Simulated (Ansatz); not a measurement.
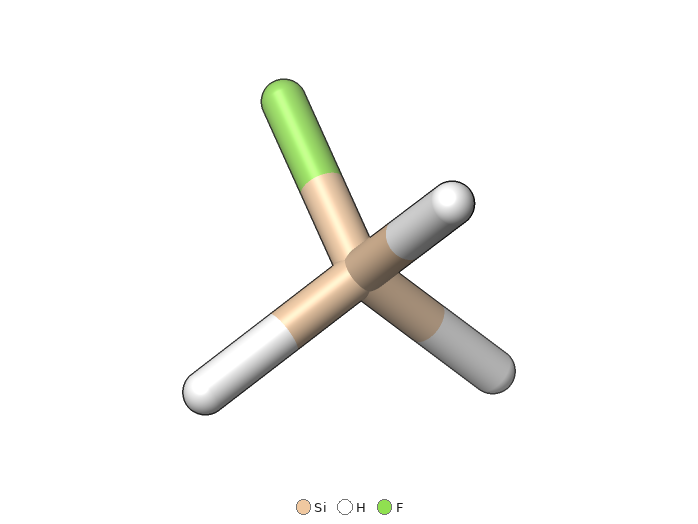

The picture shows a molecular structure as a stick model. Every bond is drawn as one stick, whatever its order.

Computed geometry: PBE0-D4/def2-TZVP optimisation.

Describe the molecule.

The molecule is FH₃Si. This geometry has C3v symmetry. Coordination: 1 Si tetrahedral.

More results for the same structure follow; atom numbers are the same in all pictures, views and colours differ.

**Shape**

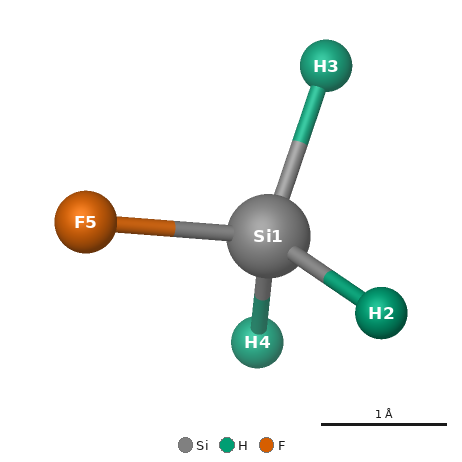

Atoms carry their numbers in the input.

Give the bond lengths.

```csv
bond,length (Å)
Si1–H2,1.482
Si1–H3,1.482
Si1–H4,1.482
Si1–F5,1.600
```

**Electronic properties**

Level of theory: RKS PBE0-D4/def2-TZVP (Ansatz 0.2.0).

> Estimate the harmonic zero-point energy.

71.7 kJ/mol.

> What is the dipole moment?

1.27 D.

**Vibrations**

Harmonic vibrations computed with RKS PBE0-D4/def2-TZVP (Ansatz 0.2.0) at a stationary point of the same level.

> How many vibrational modes are there, and where do they lie?

9 modes: 722, 722, 880, 956, 956, 987, 2250, 2257, 2257 cm⁻¹.

**Charges**

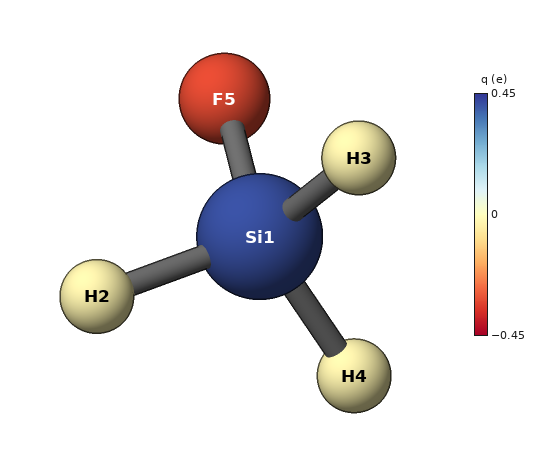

Atoms are coloured by their Mulliken charges. Properties computed with RKS PBE0-D4/def2-TZVP (Ansatz 0.2.0).

List the Mulliken charges.

| atom | value (e) |
| --- | --- |
| Si1 | 0.41 |
| H2 | −0.03 |
| H3 | −0.03 |
| H4 | −0.03 |
| F5 | −0.32 |

**Thermal motion**

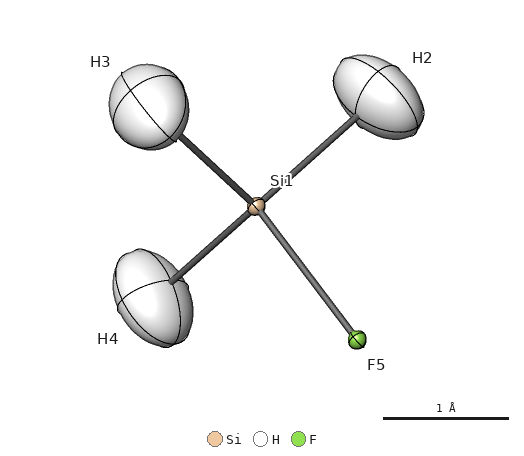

Displacement ellipsoids at the 50 % level, enlarged 2 times, from the internal vibrations of the free molecule (harmonic, no overall translation or rotation; no half-axis is drawn under 0.075 Å). Vibrations computed with RKS PBE0-D4/def2-TZVP (Ansatz 0.2.0). Temperature: 298 K.

Give the displacement parameters, one line for each set of equivalent atoms.

```csv
atom,U_eq (Å²),rms amplitudes (Å)
Si1,0.00017,"0.011, 0.011, 0.017"
"H2, H3, H4",0.0127,"0.085, 0.105, 0.141"
F5,0.00027,"0.009, 0.009, 0.025"
```

Mulliken values depend strongly on the basis set and can even reverse the polarity of a bond.
